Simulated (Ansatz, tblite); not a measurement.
# (ClInSe)3 ring (In3Se3Cl3): removing an electron

What does removing an electron cost or gain for (ClInSe)3 ring (In3Se3Cl3)? Each charged state is run at several levels.

Program: Ansatz 0.2.0, Gaussian basis. Level of theory: as each input shows. These are calculated values, not measurements.

Levels to be run: charge +1 doublet, at the geometry of the singlet (PBE0-D4/def2-TZVP, PBE-D4/def2-TZVP, B3LYP-D4/def2-TZVP); charge +1 doublet, relaxed (PBE0-D4/def2-TZVP, PBE-D4/def2-TZVP); the starting singlet's energies come from earlier runs.

1 further run of the same task is left out (set aside as unsound or not needed).

### Step 1. The structure

The geometry is that of the singlet, from an earlier relaxation (PBE-D4/def2-SVP).

9 atoms, charge 0, spin multiplicity 1.

Atoms are counted from 1 here; the program's logs count them from 0.

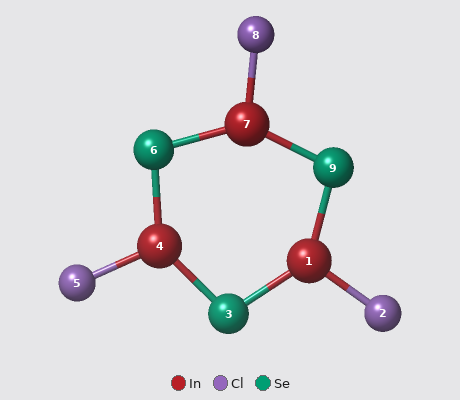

The geometry (indium red, chlorine purple, selenium teal); atoms are numbered from 1 in the order of the file.

In takes a core potential in the def2 sets. No spin-orbit coupling is included.

### Step 2. Charge +1 doublet at the fixed geometry, PBE0-D4/def2-TZVP

Contents of in.yaml:

```yaml
crystal:
  periodic: [false, false, false]
  atoms:
    - {symbol: In, position_ang: [-2.248102, 0.180626, -0.279047]}
    - {symbol: Cl, position_ang: [-4.590325, 0.370045, -0.570122]}
    - {symbol: Se, position_ang: [-1.337564, -1.827962, -1.520047]}
    - {symbol: In, position_ang: [1.131013, -1.712590, -0.975855]}
    - {symbol: Cl, position_ang: [2.313360, -3.492970, -1.995232]}
    - {symbol: Se, position_ang: [2.697226, -0.220470, 0.338817]}
    - {symbol: In, position_ang: [1.114741, 1.525658, 1.262411]}
    - {symbol: Cl, position_ang: [2.277949, 3.124342, 2.565675]}
    - {symbol: Se, position_ang: [-1.358287, 2.053312, 1.173399]}
basis:
  gaussian: {orbitals: def2-TZVP, fitting: {mean_field: def2-universal-jkfit}}
total_charge: 1
magnetization: {spin_polarized: true, initial_magnetization: 1}
hamiltonian: {xc: pbe0, dispersion: d4}
scf: {omitted_lower_state_checks: [starts]}
output: {orbitals: {seedname: orbitals}}
```

Command:

```sh
> ansatz run in.yaml --threads 2 --pin off --events-out ev --progress --plain --max-ram 31744MiB --backend cuda --devices 0, --max-vram 18GiB
```

Output:

```text
Functional definition: PBE0
  name "PBE0"
  cite "Adamo & Barone, J. Chem. Phys. 110, 6158 (1999) doi:10.1063/1.478522"
  cite "Perdew, Burke & Ernzerhof, Phys. Rev. Lett. 77, 3865 (1996) doi:10.1103/PhysRevLett.77.3865"
  parent pbe
  parameter a = 0.25
  parameter kappa = 0.804
  parameter beta = 0.06672455060314922
  exchange = (1 - a)*pbe_x(kappa = kappa, mu = beta*pi^2/3) + a*exact_x
  correlation = pbe_c(beta = beta)
these checks for a lower state are left out or cut short: starts
1836 factors; integrals over basis functions are off by at most 4.6e-1 eV
mean field evaluation 1: about -249100.8777 eV, gradient 3.2e1 eV
mean field evaluation 2: about -249079.6010 eV, gradient 6.7e1 eV
mean field evaluation 4: about -249104.8760 eV, gradient 1.4e1 eV
mean field evaluation 8: about -249106.3907 eV, gradient 3.4e-1 eV
mean field evaluation 16: about -249106.3991 eV, gradient 5.5e-2 eV
mean field evaluation 32: about -249106.4018 eV, gradient 7.2e-5 eV
mean field -249106.40183237 eV, -9154.4914169560 hartree, gradient 1.6e-6 eV, S^2 0.760815; 0 other end points of the search recorded, 0 dependent functions left out
reference -249106.40188415 eV, -9154.4914188587 hartree; 108, 107 occupied and 297, 298 virtual orbitals, 1836 factors
Total energy: -249106.92892552 eV, -9154.5107872721 hartree
Checks for a lower state left out: starts
```

It took 7 s on 1 × H100 (card shared with other runs) with 2 threads of AMD EPYC 7R13, shared host; peak host memory 0.97 GiB.

From the report: HOMO -11.61 eV, LUMO -10.84 eV (over both spins); ⟨S²⟩ 0.761 (pure: 0.75).

### Step 3. Charge +1 doublet at the fixed geometry, PBE-D4/def2-TZVP

start.molden holds the orbitals of an earlier run on this state, given as this run's starting guess.

in.yaml: that of step 2 with these lines changed.

```diff
@@ -13,6 +13,6 @@
 basis:
-  gaussian: {orbitals: def2-TZVP, fitting: {mean_field: def2-universal-jkfit}}
+  gaussian: {orbitals: def2-TZVP, fitting: {mean_field: def2-universal-jkfit}, initial_orbitals: start.molden}
 total_charge: 1
 magnetization: {spin_polarized: true, initial_magnetization: 1}
-hamiltonian: {xc: pbe0, dispersion: d4}
+hamiltonian: {xc: pbe, dispersion: d4}
 scf: {omitted_lower_state_checks: [starts]}
```

The command is unchanged.

Output:

```text
Functional definition: PBE
  name "PBE"
  cite "Perdew, Burke & Ernzerhof, Phys. Rev. Lett. 77, 3865 (1996) doi:10.1103/PhysRevLett.77.3865"
  parent pbe
  parameter kappa = 0.804
  parameter beta = 0.06672455060314922
  exchange = pbe_x(kappa = kappa, mu = beta*pi^2/3)
  correlation = pbe_c(beta = beta)
these checks for a lower state are left out or cut short: starts
1836 factors; integrals over basis functions are off by at most 4.6e-1 eV
mean field evaluation 1: about -249097.4266 eV, gradient 1.5e1 eV
mean field evaluation 2: about -249097.8011 eV, gradient 6.5e-1 eV
mean field evaluation 4: about -249097.8354 eV, gradient 2.7e-1 eV
mean field evaluation 8: about -249097.8332 eV, gradient 6.1e-1 eV
mean field evaluation 16: about -249097.8369 eV, gradient 1.3e-5 eV
mean field -249097.83690285 eV, -9154.1766616017 hartree, gradient 1.6e-6 eV, S^2 0.752794; 0 other end points of the search recorded, 0 dependent functions left out
reference -249097.83697391 eV, -9154.1766642130 hartree; 108, 107 occupied and 297, 298 virtual orbitals, 1836 factors
Total energy: -249098.42223433 eV, -9154.1981721369 hartree
Checks for a lower state left out: starts
```

Wall time 6.5 s (1 × H100 (card shared with other runs) with 2 threads of AMD EPYC 7R13, shared host); peak host memory 0.93 GiB.

Report: HOMO -10.75 eV, LUMO -10.87 eV (over both spins; with the spin held, an empty level of the minority spin lies below the top filled one); ⟨S²⟩ 0.753 (pure: 0.75).

### Step 4. Charge +1 doublet at the fixed geometry, B3LYP-D4/def2-TZVP

in.yaml: that of step 3 with these lines changed.

```diff
@@ -16,3 +16,3 @@
 magnetization: {spin_polarized: true, initial_magnetization: 1}
-hamiltonian: {xc: pbe, dispersion: d4}
+hamiltonian: {xc: {name: B3LYP}, dispersion: d4}
 scf: {omitted_lower_state_checks: [starts]}
```

Same command.

Output, cut to the lines that bear on the results:

```text
Functional definition: B3LYP
  name "B3LYP"
  cite "Stephens, Devlin, Chabalowski & Frisch, J. Phys. Chem. 98, 11623 (1994) doi:10.1021/j100096a001"
  cite "Becke, Phys. Rev. A 38, 3098 (1988) doi:10.1103/PhysRevA.38.3098"
  cite "Lee, Yang & Parr, Phys. Rev. B 37, 785 (1988) doi:10.1103/PhysRevB.37.785"
  cite "Vosko, Wilk & Nusair, Can. J. Phys. 58, 1200 (1980) doi:10.1139/p80-159"
[...]
1836 factors; integrals over basis functions are off by at most 4.6e-1 eV
[...]
mean field -249150.89674281 eV, -9156.1265747550 hartree, gradient 7.9e-6 eV, S^2 0.758170; 0 other end points of the search recorded, 0 dependent functions left out
reference -249150.89713790 eV, -9156.1265892740 hartree; 108, 107 occupied and 297, 298 virtual orbitals, 1836 factors
Total energy: -249151.86105213 eV, -9156.1620124687 hartree
Checks for a lower state left out: starts
```

Wall time 4.7 s (1 × H100 (card shared with other runs) with 2 threads of AMD EPYC 7R13, shared host); peak host memory 0.97 GiB.

HOMO -11.43 eV, LUMO -10.87 eV (over both spins); ⟨S²⟩ 0.758 (pure: 0.75).

### Step 5. Vertical ionisation energy

Charged state less starting state, singlet to doublet; the starting state's energies are those of its earlier runs.

| level | vertical ionisation energy (eV) | time |
| --- | --- | --- |
| PBE-D4/def2-TZVP | +8.96 | 8.6 s |
| B3LYP-D4/def2-TZVP | +9.38 | 6.5 s |
| PBE0-D4/def2-TZVP | +9.48 | 8.9 s |

Times add the two runs; a level without a time comes out of a correlated run.

Beside −ε(HOMO) of the starting state:

| level | −ε(HOMO) (eV) | by difference (eV) | mismatch (eV) |
| --- | --- | --- | --- |
| PBE-D4/def2-TZVP | 6.96 | 8.96 | -1.99 |
| B3LYP-D4/def2-TZVP | 7.83 | 9.38 | -1.55 |
| PBE0-D4/def2-TZVP | 8.09 | 9.48 | -1.39 |

### Step 6. Relaxing the charge +1 doublet

in.yaml: that of step 4 with these lines changed.

```diff
@@ -13,7 +13,8 @@
 basis:
-  gaussian: {orbitals: def2-TZVP, fitting: {mean_field: def2-universal-jkfit}, initial_orbitals: start.molden}
+  gaussian: {orbitals: def2-SVP}
 total_charge: 1
 magnetization: {spin_polarized: true, initial_magnetization: 1}
-hamiltonian: {xc: {name: B3LYP}, dispersion: d4}
-scf: {omitted_lower_state_checks: [starts]}
+hamiltonian: {xc: pbe, dispersion: d4}
+scf: {lower_state_search: "off"}
 output: {orbitals: {seedname: orbitals}}
+relax: {f_tol: 0.03, max_steps: 70}
```

Same command.

Output, cut to the lines that bear on the results:

```text
Functional definition: PBE
  name "PBE"
  cite "Perdew, Burke & Ernzerhof, Phys. Rev. Lett. 77, 3865 (1996) doi:10.1103/PhysRevLett.77.3865"
  parent pbe
[...]
2571 factors; their error is unknown
[...]
mean field -249060.16483094 eV, -9152.7922384938 hartree, gradient 3.2e-6 eV, S^2 0.752319; 0 other end points of the search recorded, 0 dependent functions left out
[...]
reference -249060.16489359 eV, -9152.7922407964 hartree; 108, 107 occupied and 120, 121 virtual orbitals, 2571 factors
relax step   1: F+E_penalty+E_count = -249060.75009136 eV  Δ(F+E_penalty+E_count) = +0.000e0 eV  max|allowed force component| = 6.501e-1 eV/Å  Δτ_max = 0.0000 Å  (129 SCF iters, accepted)
[...]
relax step   5: F+E_penalty+E_count = -249060.82738516 eV  Δ(F+E_penalty+E_count) = -1.359e-3 eV  max|allowed force component| = 3.474e-2 eV/Å  Δτ_max = 0.0426 Å  (33 SCF iters, accepted)
[...]
Atom 0 at    -2.350186     0.245098    -0.258599 Å, force     0.004102     0.002314     0.004726 eV/Å
Atom 1 at    -4.653600     0.295410    -0.627207 Å, force    -0.004079     0.002996     0.000839 eV/Å
Atom 2 at    -1.305906    -1.785687    -1.484204 Å, force     0.001077     0.001877     0.000890 eV/Å
Atom 3 at     1.239229    -1.767341    -0.995896 Å, force     0.002157     0.006039     0.002604 eV/Å
Atom 4 at     2.264533    -3.573102    -2.059825 Å, force     0.004541    -0.002641    -0.000121 eV/Å
Atom 5 at     2.741145    -0.215979     0.356505 Å, force     0.000683    -0.006585    -0.003789 eV/Å
Atom 6 at     1.140639     1.563562     1.287872 Å, force    -0.002509    -0.003209    -0.002703 eV/Å
Atom 7 at     2.294641     3.144620     2.585659 Å, force     0.000565     0.000769     0.000653 eV/Å
Atom 8 at    -1.370484     2.093410     1.195695 Å, force    -0.006538    -0.001559    -0.003098 eV/Å
Dipole moment:     0.015776     0.021862     0.016582 e Å
Checks for a lower state left out: stability, starts, cluster_reference, orbital_swaps, neighbouring_geometries, increment
```

Run time: 21 s. Hardware: 1 × H100 (card shared with other runs) with 2 threads of AMD EPYC 7R13, shared host; peak host memory 0.9 GiB.

Along the way:

| step | energy from step 1 (eV) | largest force component (eV/Å) |
| --- | --- | --- |
| 1 | 0.0000 | 0.6501 |
| 2 | -0.0506 | 0.1348 |
| 3 | -0.0724 | 0.0931 |
| 4 | -0.0759 | 0.0377 |
| 5 | -0.0773 | 0.0347 |
| 6 | -0.0775 | 0.0066 |

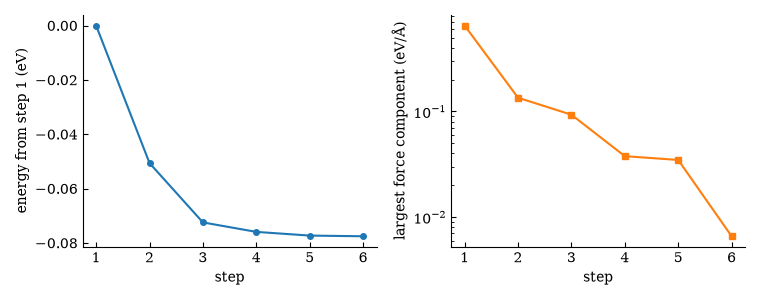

Energy and largest force along the relaxation.

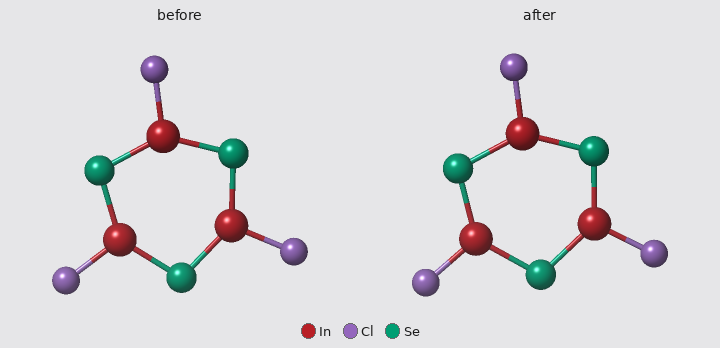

The geometry before (left) and after (right).

Close pairs (by a distance rule), those that changed most:

| bond | before (Å) | after (Å) | change (Å) |
| --- | --- | --- | --- |
| Se3–In4 | 2.530 | 2.592 | +0.061 |
| In1–Se3 | 2.531 | 2.592 | +0.061 |
| In7–Se9 | 2.530 | 2.568 | +0.038 |
| Se6–In7 | 2.531 | 2.568 | +0.037 |
| In4–Cl5 | 2.368 | 2.333 | -0.035 |
| In1–Cl2 | 2.368 | 2.333 | -0.035 |
| In7–Cl8 | 2.368 | 2.349 | -0.019 |
| In4–Se6 | 2.531 | 2.548 | +0.016 |

### Step 7. Charge +1 doublet, PBE0-D4/def2-TZVP

Contents of in.yaml:

```yaml
crystal:
  periodic: [false, false, false]
  atoms:
    - {symbol: In, position_ang: [-2.350186, 0.245098, -0.258599]}
    - {symbol: Cl, position_ang: [-4.653600, 0.295410, -0.627207]}
    - {symbol: Se, position_ang: [-1.305906, -1.785687, -1.484204]}
    - {symbol: In, position_ang: [1.239229, -1.767341, -0.995896]}
    - {symbol: Cl, position_ang: [2.264533, -3.573102, -2.059825]}
    - {symbol: Se, position_ang: [2.741145, -0.215979, 0.356505]}
    - {symbol: In, position_ang: [1.140639, 1.563562, 1.287872]}
    - {symbol: Cl, position_ang: [2.294641, 3.144620, 2.585659]}
    - {symbol: Se, position_ang: [-1.370484, 2.093410, 1.195695]}
basis:
  gaussian: {orbitals: def2-TZVP, fitting: {mean_field: def2-universal-jkfit}, initial_orbitals: start.molden}
total_charge: 1
magnetization: {spin_polarized: true, initial_magnetization: 1}
hamiltonian: {xc: pbe0, dispersion: d4}
scf: {omitted_lower_state_checks: [starts]}
output: {orbitals: {seedname: orbitals}}
```

Launched as before.

Output, cut to the lines that bear on the results:

```text
Functional definition: PBE0
  name "PBE0"
  cite "Adamo & Barone, J. Chem. Phys. 110, 6158 (1999) doi:10.1063/1.478522"
  cite "Perdew, Burke & Ernzerhof, Phys. Rev. Lett. 77, 3865 (1996) doi:10.1103/PhysRevLett.77.3865"
  parent pbe
[...]
1836 factors; integrals over basis functions are off by at most 4.6e-1 eV
[...]
mean field -249106.53016586 eV, -9154.4961331246 hartree, gradient 4.5e-6 eV, S^2 0.759018; 0 other end points of the search recorded, 0 dependent functions left out
reference -249106.53021757 eV, -9154.4961350250 hartree; 108, 107 occupied and 297, 298 virtual orbitals, 1836 factors
Total energy: -249107.04743670 eV, -9154.5151424775 hartree
Checks for a lower state left out: starts
```

Run time: 8 s. Hardware: 1 × H100 (card shared with other runs) with 2 threads of AMD EPYC 7R13, shared host; peak host memory 0.97 GiB.

From the report: HOMO -11.49 eV, LUMO -10.58 eV (over both spins); ⟨S²⟩ 0.759 (pure: 0.75).

### Step 8. Charge +1 doublet, PBE-D4/def2-TZVP

in.yaml: that of step 7 with these lines changed.

```diff
@@ -16,3 +16,3 @@
 magnetization: {spin_polarized: true, initial_magnetization: 1}
-hamiltonian: {xc: pbe0, dispersion: d4}
+hamiltonian: {xc: pbe, dispersion: d4}
 scf: {omitted_lower_state_checks: [starts]}
```

Launched as before.

Output:

```text
Functional definition: PBE
  name "PBE"
  cite "Perdew, Burke & Ernzerhof, Phys. Rev. Lett. 77, 3865 (1996) doi:10.1103/PhysRevLett.77.3865"
  parent pbe
  parameter kappa = 0.804
  parameter beta = 0.06672455060314922
  exchange = pbe_x(kappa = kappa, mu = beta*pi^2/3)
  correlation = pbe_c(beta = beta)
these checks for a lower state are left out or cut short: starts
1836 factors; integrals over basis functions are off by at most 4.6e-1 eV
mean field evaluation 1: about -249097.4461 eV, gradient 1.5e1 eV
mean field evaluation 2: about -249097.8620 eV, gradient 7.4e-1 eV
mean field evaluation 4: about -249097.9152 eV, gradient 2.1e-2 eV
mean field evaluation 8: about -249097.9232 eV, gradient 2.6e-5 eV
mean field evaluation 16: about -249097.9232 eV, gradient 2.1e-6 eV
mean field -249097.92320509 eV, -9154.1798331506 hartree, gradient 2.1e-6 eV, S^2 0.753296; 0 other end points of the search recorded, 0 dependent functions left out
reference -249097.92327636 eV, -9154.1798357695 hartree; 108, 107 occupied and 297, 298 virtual orbitals, 1836 factors
Total energy: -249098.49699299 eV, -9154.2009194667 hartree
Checks for a lower state left out: starts
```

Run time: 4.4 s. Hardware: 1 × H100 (card shared with other runs) with 2 threads of AMD EPYC 7R13, shared host; peak host memory 0.94 GiB.

Report: HOMO -10.67 eV, LUMO -10.73 eV (over both spins; with the spin held, an empty level of the minority spin lies below the top filled one); ⟨S²⟩ 0.753 (pure: 0.75).

### Step 9. Fields of the charge +1 doublet

The fields below are evaluated on a grid from the run's orbitals.

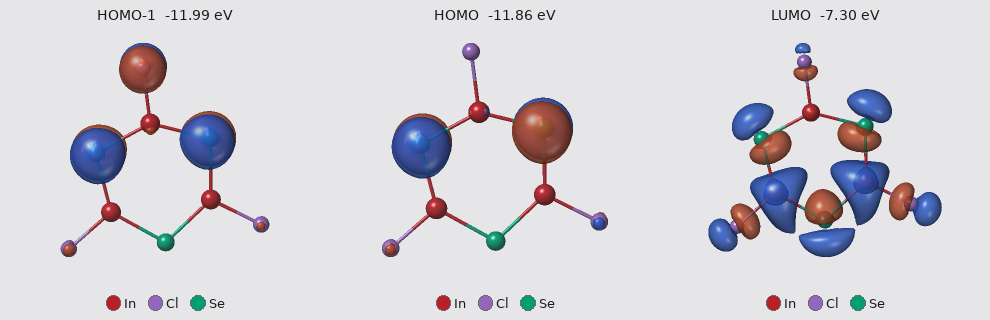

PBE0-D4/def2-TZVP orbitals (alpha spin) near the gap, drawn at the value that encloses 70 % of each; the two colours are the two signs.

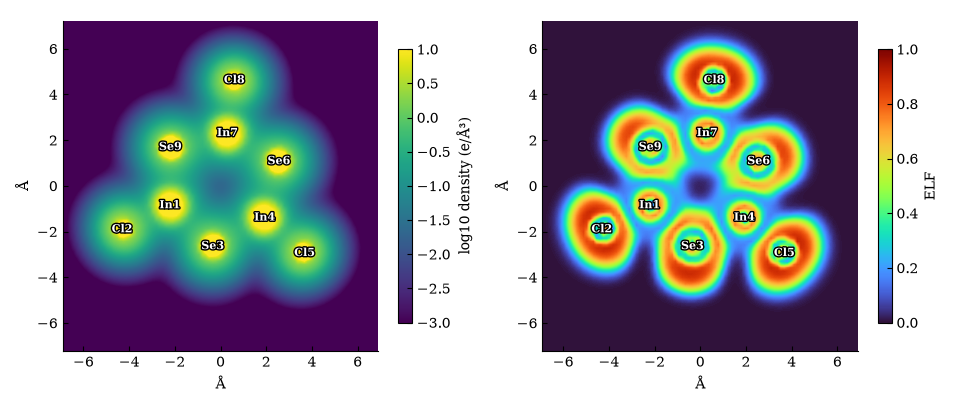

Density (left) and ELF (right) in a plane through or near 9 of the atoms.

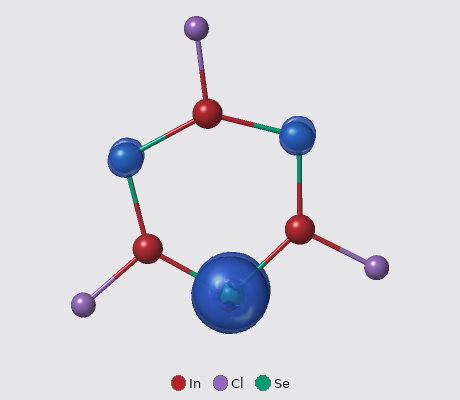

Spin density at ±0.03 e/Å³ (alpha excess blue, beta excess red).

### Step 10. Adiabatic ionisation energy

Charged state less starting state, singlet to doublet; the starting state's energies are those of its earlier runs.

| level | adiabatic ionisation energy (eV) | time |
| --- | --- | --- |
| PBE-D4/def2-TZVP | +8.88 | 6.4 s |
| PBE0-D4/def2-TZVP | +9.37 | 9.9 s |

Times add the two runs; a level without a time comes out of a correlated run.

### Step 11. Outcome

| quantity | value |
| --- | --- |
| vertical ionisation energy, functionals in def2-TZVP | 8.96 (PBE-D4) to 9.48 eV (PBE0-D4) |
| adiabatic ionisation energy, functionals in def2-TZVP | 8.88 (PBE-D4) to 9.37 eV (PBE0-D4) |
| relaxation of the cation side, PBE-D4/def2-TZVP | 0.07 eV |

In words: The vertical ionisation energy spans 8.96 to 9.48 eV over the functionals. −ε(HOMO) misses the level's own difference by -1.39 eV at best (PBE0-D4) and -1.99 eV at worst (PBE-D4). The adiabatic ionisation energy spans 8.88 to 9.37 eV over the functionals. Relaxing the oxidised state gains 0.07 eV at PBE-D4/def2-TZVP.
